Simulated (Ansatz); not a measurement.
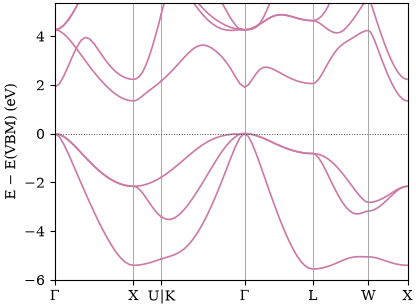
Band structure from DFT-PBEsol in the program Ansatz with PAW potentials

Question: Read off the gap and where the band edges lie.

Answer: About 1.3 eV (1.34 eV by a search for the band edges); maximum at Γ, minimum at X.

The material is AlAs (zinc blende, F-43m).

The cell was relaxed with PBEsol under the symmetry of its start. Scalar-relativistic: spin–orbit coupling is off unless named, which matters more the heavier the elements.

Potentials: the later of the program's two PAW sets.
